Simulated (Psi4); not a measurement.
# GaCl (SMILES [Cl][Ga]): MP2/cc-pVTZ

Aim: the energy change on altering one bond length of GaCl at MP2/cc-pVTZ, from 2 runs. 

Program for the calculation: Psi4 1.11.

5 further runs of the same task are left out: 4 that didn't finish, 1 set aside as unsound or not needed.

## Step 1: The molecule

The species is GaCl (2 atoms), meant as a singlet with charge 0. As SMILES, `[Cl][Ga]`. The shape is that of a PBE0-D4/def2-TZVP optimisation.

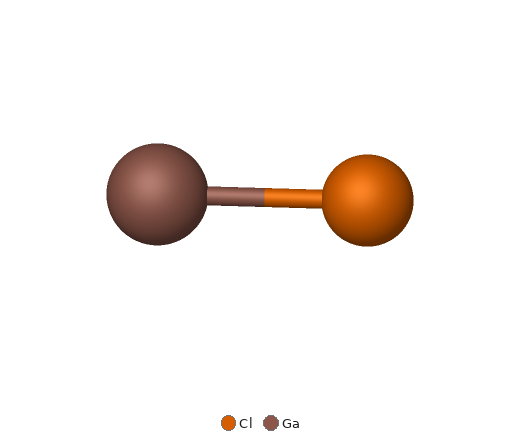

Viewed from a chosen angle; chlorine orange, gallium brown.

## Step 2: A single-point energy at MP2/cc-pVTZ

File run.py:

```python
import numpy as np
from ase.calculators.psi4 import Psi4
from ase import Atoms

mol = Atoms(['Cl', 'Ga'], positions=[
    [0.000000, 0.000000, -0.023560],
    [0.000000, 0.000000, 2.192160],
])
calc = Psi4(atoms=mol, method='mp2', basis='cc-pVTZ', memory='2200MB', num_threads=1, charge=0, multiplicity=1, label='psi4-calc', reference='rhf')
calc.psi4.set_options({'puream': True, 'e_convergence': 1e-09, 'd_convergence': 1e-08, 'scf_type': 'pk', 'num_frozen_docc': 14, 'mp2_type': 'conv'})
mol.calc = calc

print(f'energy: {mol.get_potential_energy():.6f} eV')
```

On the command line:

```
$ python run.py
```

psi4-calc.dat:

```text
[...]
  Running in c1 symmetry.
[...]
  Nuclear repulsion =  125.862649623187977
[...]
  Multiplicity = 1
[...]
  Nalpha       = 24
  Nbeta        = 24
[...]
    Number of basis functions: 77
[...]
   @RHF iter   1: -2381.92420646056416   -3.83202e+00   2.26209e-02 DIIS/ADIIS
[...]
   @RHF iter  11: -2382.87993872369316   -1.13687e-11   6.02736e-09 DIIS
[...]
    Orbital Energies [Eh]
    ---------------------
    Doubly Occupied:
       1A   -378.838766     2A   -104.797867     3A    -48.188474
       4A    -42.514420     5A    -42.514420     6A    -42.513444
       7A    -10.524261     8A     -7.990317     9A     -7.989656
      10A     -7.989656    11A     -6.417604    12A     -4.506923
      13A     -4.506923    14A     -4.503146    15A     -1.220364
      16A     -1.220153    17A     -1.220153    18A     -1.215673
      19A     -1.215673    20A     -1.045604    21A     -0.541211
      22A     -0.444263    23A     -0.444263    24A     -0.350954
[...]
  @RHF Final Energy: -2382.87993872369316
   => Energetics <=
    Nuclear Repulsion Energy =            125.8626496231879770
    One-Electron Energy =               -3572.0568006043163223
    Two-Electron Energy =                1063.3142122574352015
    Total Energy =                      -2382.8799387236931580
[...]
 Multipole Moments:
 ------------------------------------------------------------------------------------
     Multipole            Electronic (a.u.)      Nuclear  (a.u.)        Total (a.u.)
 ------------------------------------------------------------------------------------
 L = 1.  Multiply by 2.5417464519 to convert [e a0] to [Debye]
 Dipole X            :         -0.0000000            0.0000000           -0.0000000
 Dipole Y            :          0.0000000            0.0000000            0.0000000
 Dipole Z            :          4.4738909           -3.5344566            0.9394343
 Magnitude           :                                                    0.9394343
[...]
	SCS-MP2 Total Energy (a.u.)        : -2383.18154126774607
	SOS-MP2 Total Energy (a.u.)        : -2383.15417268511010
	SCSN-MP2 Total Energy (a.u.)       : -2383.02444484000898
[...]
	SOS-PI-MP2 Total Energy (a.u.)     : -2383.19987834534641
[...]
	MP2 Total Energy (a.u.)            : -2383.19057277278080
[...]
```

Standard output:

```text
energy: -64849.918645 eV
```

Run time: 2.1 min. Hardware: 1 thread of Intel Xeon at 2.50GHz (Skylake/Cascade Lake), shared host; peak memory 1.1 GiB.

## Step 3: The distorted shape

File clga.xyz:

```xyz
2
ClGa
Cl     0.000000     0.000000    -1.796140
Ga     0.000000     0.000000     2.192160
```

File calc.py:

```python
import psi4

psi4.set_memory('2200 MB')
psi4.set_num_threads(1)
psi4.core.set_output_file('psi4.out', False)

with open('clga.xyz') as f:
    atoms = ''.join(f.readlines()[2:])
m = psi4.geometry('0 1\n' + atoms + 'symmetry c1\nno_reorient\nno_com')

psi4.set_options({
    'basis': 'cc-pVTZ',
    'puream': True,
    'e_convergence': 1e-09,
    'd_convergence': 1e-08,
    'scf_type': 'pk',
    'num_frozen_docc': 14,
    'mp2_type': 'conv',
})

energy_value = psi4.energy("mp2")
print(f'mp2 energy: {energy_value:.10f} Eh')
for k, v in sorted(psi4.core.scalar_variables().items()):
    print(f'{k:45s} {v:18.10f}')
```

On the command line:

```
$ python calc.py
```

psi4.out:

```text
[...]
  Running in c1 symmetry.
[...]
  Nuclear repulsion =   69.923624106283384
[...]
  Multiplicity = 1
[...]
  Nalpha       = 24
  Nbeta        = 24
[...]
    Number of basis functions: 77
[...]
   @RHF iter   1: -2382.07538991493766   -4.51523e+00   2.04221e-02 DIIS/ADIIS
[...]
   @RHF iter  11: -2382.77145199249344   -4.68390e-11   9.95851e-09 DIIS
[...]
    Orbital Energies [Eh]
    ---------------------
    Doubly Occupied:
       1A   -378.967771     2A   -104.651455     3A    -48.315651
       4A    -42.640992     5A    -42.640992     6A    -42.640885
       7A    -10.376379     8A     -7.842456     9A     -7.842078
      10A     -7.842078    11A     -6.543470    12A     -4.630434
      13A     -4.630434    14A     -4.629446    15A     -1.342449
      16A     -1.342449    17A     -1.341464    18A     -1.341464
      19A     -1.341142    20A     -0.879836    21A     -0.537990
      22A     -0.296701    23A     -0.296701    24A     -0.292731
[...]
  @RHF Final Energy: -2382.77145199249344
   => Energetics <=
    Nuclear Repulsion Energy =             69.9236241062833841
    One-Electron Energy =               -3458.9752655962529388
    Two-Electron Energy =                1006.2801894974758170
    Total Energy =                      -2382.7714519924934393
[...]
 Multipole Moments:
 ------------------------------------------------------------------------------------
     Multipole            Electronic (a.u.)      Nuclear  (a.u.)        Total (a.u.)
 ------------------------------------------------------------------------------------
 L = 1.  Multiply by 2.5417464519 to convert [e a0] to [Debye]
 Dipole X            :         -0.0000000            0.0000000           -0.0000000
 Dipole Y            :          0.0000000            0.0000000            0.0000000
 Dipole Z            :        -64.6475147           70.7184271            6.0709124
 Magnitude           :                                                    6.0709124
[...]
	SCS-MP2 Total Energy (a.u.)        : -2383.06119902857426
	SOS-MP2 Total Energy (a.u.)        : -2383.03653525360369
	SCSN-MP2 Total Energy (a.u.)       : -2382.90167672433699
[...]
	SOS-PI-MP2 Total Energy (a.u.)     : -2383.08071579712214
[...]
	MP2 Total Energy (a.u.)            : -2383.06634603499651
[...]
```

Standard output:

```text
mp2 energy: -2383.0663460350 Eh
CURRENT CORRELATION ENERGY                         -0.2948940425
CURRENT ENERGY                                  -2383.0663460350
CURRENT REFERENCE ENERGY                        -2382.7714519925
DD SOLVATION ENERGY                                 0.0000000000
HF KINETIC ENERGY                                2382.6634770680
HF POTENTIAL ENERGY                             -4765.4349290605
HF TOTAL ENERGY                                 -2382.7714519925
HF VIRIAL RATIO                                     2.0000453169
MP2 CORRELATION ENERGY                             -0.2948940425
MP2 DOUBLES ENERGY                                 -0.2948940425
MP2 OPPOSITE-SPIN CORRELATION ENERGY               -0.2209027176
MP2 SAME-SPIN CORRELATION ENERGY                   -0.0739913249
MP2 SINGLES ENERGY                                  0.0000000000
MP2 TOTAL ENERGY                                -2383.0663460350
NUCLEAR REPULSION ENERGY                           69.9236241063
ONE-ELECTRON ENERGY                             -3458.9752655963
PCM POLARIZATION ENERGY                             0.0000000000
PE ENERGY                                           0.0000000000
SCF ITERATION ENERGY                            -2382.7714519925
SCF ITERATIONS                                     11.0000000000
SCF TOTAL ENERGY                                -2382.7714519925
SCS(N)-MP2 CORRELATION ENERGY                      -0.1302247318
SCS(N)-MP2 TOTAL ENERGY                         -2382.9016767243
SCS-MP2 CORRELATION ENERGY                         -0.2897470361
SCS-MP2 TOTAL ENERGY                            -2383.0611990286
SCS-MP2-VDW CORRELATION ENERGY                     -0.3197511410
SCS-MP2-VDW TOTAL ENERGY                        -2383.0912031335
SOS-MP2 CORRELATION ENERGY                         -0.2650832611
SOS-MP2 TOTAL ENERGY                            -2383.0365352536
SOS-PI-MP2 CORRELATION ENERGY                      -0.3092638046
SOS-PI-MP2 TOTAL ENERGY                         -2383.0807157971
TWO-ELECTRON ENERGY                              1006.2801894975
```

Wall time 1.8 min (1 thread of Intel Xeon at 2.50GHz (Skylake/Cascade Lake), shared host); peak memory 1.1 GiB.

## Step 4: Results

At MP2/cc-pVTZ, 14 core orbitals frozen:

```
                                                           quantity           value
                                          first shape: total energy  -2383.19057 Eh
                   first shape: HOMO energy (Hartree–Fock orbitals)        -9.55 eV
                   first shape: LUMO energy (Hartree–Fock orbitals)         0.88 eV
                 first shape: HOMO–LUMO gap (Hartree–Fock orbitals)        10.43 eV
          first shape: correlation energy (14 core orbitals frozen)      -310.6 mEh
                                      distorted shape: total energy  -2383.06635 Eh
               distorted shape: HOMO energy (Hartree–Fock orbitals)        -7.97 eV
               distorted shape: LUMO energy (Hartree–Fock orbitals)        -1.47 eV
             distorted shape: HOMO–LUMO gap (Hartree–Fock orbitals)         6.49 eV
      distorted shape: correlation energy (14 core orbitals frozen)      -294.9 mEh
energy change with the Cl1–Ga2 bond stretched from 2.216 to 3.988 Å        3.380 eV
```

**Reading.** With the Cl1–Ga2 bond stretched from 2.216 to 3.988 Å the energy rises by 3.38 eV (326 kJ/mol). The first shape isn't relaxed at this level, so the change isn't measured from a minimum.
